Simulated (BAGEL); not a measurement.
# HF/3-21G (density fitting with qzvpp-jkfit) run of AlH5Se (SMILES [AlH3-][SeH2+])

What is the energy change on altering one bond length of AlH5Se at HF/3-21G (density fitting with qzvpp-jkfit)? 

Program for the calculation: BAGEL 1.2.2.

2 further runs of the same task are left out: 1 that didn't finish, 1 set aside as unsound or not needed.

## 1. Starting point

AlH5Se has 7 atoms, charge 0, and is taken as a singlet. SMILES: `[AlH3-][SeH2+]`. The coordinates come from a PBE0-D4/def2-TZVP relaxation.

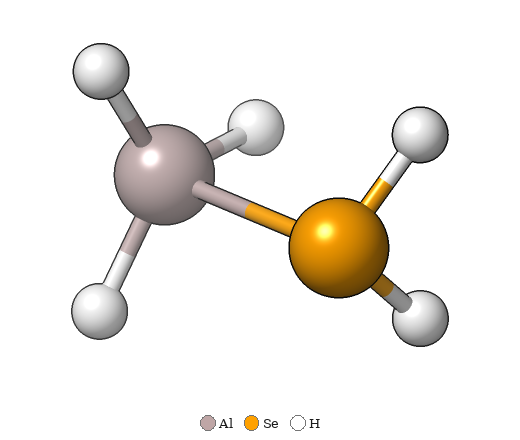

Viewed from a chosen angle; aluminium light grey, selenium orange, hydrogen white.

## 2. A single-point energy at HF/3-21G (density fitting with qzvpp-jkfit)

input.json

```json
{ "bagel": [

{
  "title": "molecule",
  "basis": "3-21g",
  "df_basis": "qzvpp-jkfit",
  "angstrom": true,
  "geometry": [
    { "atom": "Al", "xyz": [      -0.744200,      -0.592000,      -0.660600 ] },
    { "atom": "Se", "xyz": [       0.804900,       0.318800,       1.311000 ] },
    { "atom": "H", "xyz": [      -0.120900,      -2.061200,      -0.657100 ] },
    { "atom": "H", "xyz": [      -2.114600,      -0.336300,       0.116400 ] },
    { "atom": "H", "xyz": [      -0.317400,       0.420400,      -1.817200 ] },
    { "atom": "H", "xyz": [       2.044900,       0.436200,       0.531900 ] },
    { "atom": "H", "xyz": [       0.508400,       1.746200,       1.129900 ] }
  ]
},

{ "title": "hf" },

{ "title": "print", "file": "orbitals.molden", "orbitals": true }

]}
```

On the command line:

```sh
BAGEL_NUM_THREADS=1 BAGEL input.json > input.out
```

The program printed:

```text
* using 1 threads per process

  ===============================================================
  ===============================================================

  *** Geometry ***

  { "atom" : "Al", "xyz" : [     -1.406334,     -1.118718,     -1.248353 ] },
  { "atom" : "Se", "xyz" : [      1.521041,      0.602445,      2.477431 ] },
  { "atom" : "H", "xyz" : [     -0.228468,     -3.895103,     -1.241739 ] },
  { "atom" : "H", "xyz" : [     -3.996015,     -0.635515,      0.219964 ] },
  { "atom" : "H", "xyz" : [     -0.599799,      0.794441,     -3.434010 ] },
  { "atom" : "H", "xyz" : [      3.864301,      0.824299,      1.005145 ] },
  { "atom" : "H", "xyz" : [      0.960737,      3.299840,      2.135202 ] },

  Number of auxiliary basis functions:      484

  Since a DF basis is specified, we compute 2- and 3-index integrals:
    o Being stored without compression. Storage requirement is 0.008 GB

  Number of basis functions:       45
  Number of electrons      :       52

    * METHOD: MOLECULE                             0.15

  *** RHF ***

  === Nuclear Repulsion ===
   147.6762542927

      * DIIS with orbital gradients will be used.

  === RHF iteration (3-21g) ===
      0      -2631.86976580          0.00932749           0.03
      1      -2631.90431871          0.00181782           0.03
      2      -2631.90609239          0.00033093           0.03
      3      -2631.90616623          0.00007535           0.03
      4      -2631.90617050          0.00001837           0.03
      5      -2631.90617078          0.00000317           0.03
      6      -2631.90617079          0.00000061           0.03
      7      -2631.90617079          0.00000013           0.03
      8      -2631.90617079          0.00000002           0.03
      9      -2631.90617079          0.00000000           0.03
    * SCF iteration converged.

    * Permanent dipole moment:
           (   -0.972027,    -0.840828,    -0.645653) a.u.

    * METHOD: HF                                   0.42

    * METHOD: PRINT                                0.00

  ===============================================================
```

It took 0.81 s on 1 thread of Arm Neoverse V2, shared host; peak memory 0.083 GiB.

## 3. The distorted shape at the same level

input.json

```json
{ "bagel": [

{
  "title": "molecule",
  "basis": "3-21g",
  "df_basis": "qzvpp-jkfit",
  "angstrom": true,
  "geometry": [
    { "atom": "Al", "xyz": [      -1.736237,      -0.685923,      -0.037297 ] },
    { "atom": "Se", "xyz": [      -0.187137,       0.224877,       1.934303 ] },
    { "atom": "H", "xyz": [      -1.112937,      -2.155123,      -0.033797 ] },
    { "atom": "H", "xyz": [      -3.106637,      -0.430223,       0.739703 ] },
    { "atom": "H", "xyz": [      -1.309437,       0.326477,      -1.193897 ] },
    { "atom": "H", "xyz": [       2.044900,       0.436200,       0.531900 ] },
    { "atom": "H", "xyz": [      -0.483637,       1.652277,       1.753203 ] }
  ]
},

{ "title": "hf" },

{ "title": "print", "file": "orbitals.molden", "orbitals": true }

]}
```

On the command line:

```sh
BAGEL_NUM_THREADS=1 BAGEL input.json > input.out
```

The program printed:

```text
* using 1 threads per process

  ===============================================================
  ===============================================================

  *** Geometry ***

  { "atom" : "Al", "xyz" : [     -3.281012,     -1.296207,     -0.070481 ] },
  { "atom" : "Se", "xyz" : [     -0.353638,      0.424956,      3.655303 ] },
  { "atom" : "H", "xyz" : [     -2.103146,     -4.072592,     -0.063867 ] },
  { "atom" : "H", "xyz" : [     -5.870693,     -0.813004,      1.397836 ] },
  { "atom" : "H", "xyz" : [     -2.474477,      0.616952,     -2.256138 ] },
  { "atom" : "H", "xyz" : [      3.864301,      0.824299,      1.005145 ] },
  { "atom" : "H", "xyz" : [     -0.913941,      3.122351,      3.313074 ] },

  Number of auxiliary basis functions:      484

  Since a DF basis is specified, we compute 2- and 3-index integrals:
    o Being stored without compression. Storage requirement is 0.008 GB

  Number of basis functions:       45
  Number of electrons      :       52

    * METHOD: MOLECULE                             0.15

  *** RHF ***

  === Nuclear Repulsion ===
   141.6690875400

      * DIIS with orbital gradients will be used.

  === RHF iteration (3-21g) ===
      0      -2631.71861245          0.00932456           0.03
      1      -2631.75832170          0.00313918           0.03
      2      -2631.76226996          0.00130403           0.03
      3      -2631.76313259          0.00025566           0.03
      4      -2631.76318044          0.00006719           0.03
      5      -2631.76318552          0.00002636           0.03
      6      -2631.76318661          0.00001329           0.03
      7      -2631.76318698          0.00000355           0.03
      8      -2631.76318701          0.00000075           0.03
      9      -2631.76318701          0.00000020           0.07
     10      -2631.76318701          0.00000005           0.04
     11      -2631.76318701          0.00000002           0.03
     12      -2631.76318701          0.00000001           0.03
    * SCF iteration converged.

    * Permanent dipole moment:
           (   -1.068656,    -0.855923,    -0.559957) a.u.

    * METHOD: HF                                   0.57

    * METHOD: PRINT                                0.00

  ===============================================================
```

Run time: 0.99 s. Hardware: 1 thread of Arm Neoverse V2, shared host; peak memory 0.083 GiB.

## 4. Results

Level: HF/3-21G (density fitting with qzvpp-jkfit).

| quantity | value |
| --- | --- |
| first shape: total energy | -2631.90617 Eh |
| first shape: dipole moment | 3.66 D |
| first shape: HOMO energy | -10.94 eV |
| first shape: LUMO energy | 2.73 eV |
| first shape: HOMO–LUMO gap | 13.67 eV |
| distorted shape: total energy | -2631.76319 Eh |
| distorted shape: dipole moment | 3.76 D |
| distorted shape: HOMO energy | -10.48 eV |
| distorted shape: LUMO energy | -2.35 eV |
| distorted shape: HOMO–LUMO gap | 8.13 eV |
| energy change with the Se2–H6 bond stretched from 1.469 to 2.645 Å | 3.891 eV |

What this shows: One bond (distorted shape) is far stretched, which a spin-restricted single reference describes badly; a broken-symmetry solution may lie lower. With the Se2–H6 bond stretched from 1.469 to 2.645 Å the energy rises by 3.89 eV (375 kJ/mol). The first shape isn't relaxed at this level, so the change isn't measured from a minimum. A restricted reference can't describe the breaking bond well at this length.
